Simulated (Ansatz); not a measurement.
Energy landscape of H3 (cation, charge +1), singlet: collinear H-H-H surface. Scanned: first H-H distance and second H-H distance.

Computed with CCSD on RHF/aug-cc-pVDZ, frozen core in Ansatz (a quantum-chemistry and plane-wave program).

Energy in kcal/mol above the lowest grid point; x is the first H-H distance (Å), y the second H-H distance (Å).

| y \ x | 0.63 | 0.69 | 0.75 | 0.79 | 0.86 | 0.93 | 1.03 | 1.09 | 1.24 | 1.37 | 1.56 | 1.83 | 2.15 |
|---|---|---|---|---|---|---|---|---|---|---|---|---|---|
| 2.15 | 69.4 | 61.5 | 58.1 | 57.5 | 58.7 | 61.8 | 67.7 | 71.6 | 81.5 | 89.7 | — | — | — |
| 1.87 | 63.9 | 55.4 | 51.3 | 50.2 | 50.6 | 52.9 | 58.0 | 61.5 | 71.1 | 79.2 | — | — | — |
| 1.58 | 53.9 | 44.6 | 39.8 | 38.3 | 38.0 | 39.7 | 44.2 | 47.6 | 56.8 | 65.0 | — | — | — |
| 1.40 | 45.1 | 35.4 | 30.3 | 28.6 | 28.1 | 29.6 | 33.9 | 37.2 | 46.3 | 54.5 | 65.7 | 79.3 | — |
| 1.20 | 33.4 | 23.6 | 18.3 | 16.5 | 15.8 | 17.2 | 21.5 | 24.7 | 33.9 | 42.0 | 53.2 | 66.8 | 78.9 |
| 1.11 | 27.9 | 18.1 | 12.8 | 11.0 | 10.3 | 11.8 | 16.0 | 19.3 | 28.4 | 36.5 | 47.7 | 61.1 | 72.9 |
| 1 | 21.8 | 12.0 | 6.7 | 5.0 | 4.4 | 5.8 | 10.1 | 13.4 | 22.5 | 30.6 | 41.6 | 54.6 | 65.8 |
| 0.93 | 18.7 | 9.0 | 3.8 | 2.1 | 1.5 | 3.0 | 7.3 | 10.6 | 19.7 | 27.8 | 38.7 | 51.3 | 61.8 |
| 0.87 | 17.0 | 7.3 | 2.2 | 0.5 | 0.0 | 1.6 | 6.0 | 9.3 | 18.4 | 26.4 | 37.1 | 49.3 | 59.1 |
| 0.81 | 16.7 | 7.1 | 2.1 | 0.4 | 0.0 | 1.6 | 6.1 | 9.4 | 18.5 | 26.4 | 36.9 | 48.7 | 57.6 |
| 0.75 | 18.4 | 9.0 | 4.0 | 2.4 | 2.1 | 3.8 | 8.3 | 11.6 | 20.7 | 28.6 | 38.8 | 50.0 | 58.1 |
| 0.69 | 23.2 | 13.9 | 9.0 | 7.5 | 7.2 | 9.0 | 13.6 | 16.9 | 26.0 | 33.8 | 43.7 | 54.2 | 61.5 |
| 0.63 | 32.5 | 23.2 | 18.4 | 17.0 | 16.8 | 18.7 | 23.3 | 26.7 | 35.8 | 43.4 | 53.0 | 62.9 | 69.4 |

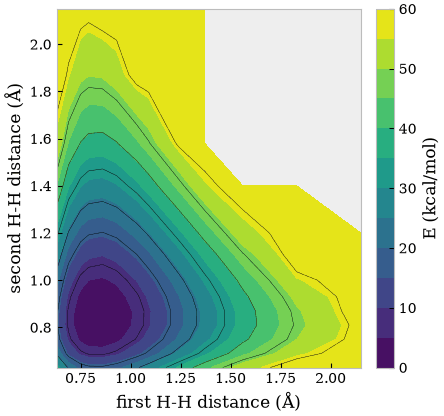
Figure. Energy surface, cut off at 59 kcal/mol.

Points that lie below all their neighbours on the grid (none is named beside a point without a result): x = 0.86, y = 0.81 (0.0 kcal/mol).

Dashes: no converged value, or the column stops at the first point that the program doubted or that broke a chosen test of continuity, which isn't proof of a fault.
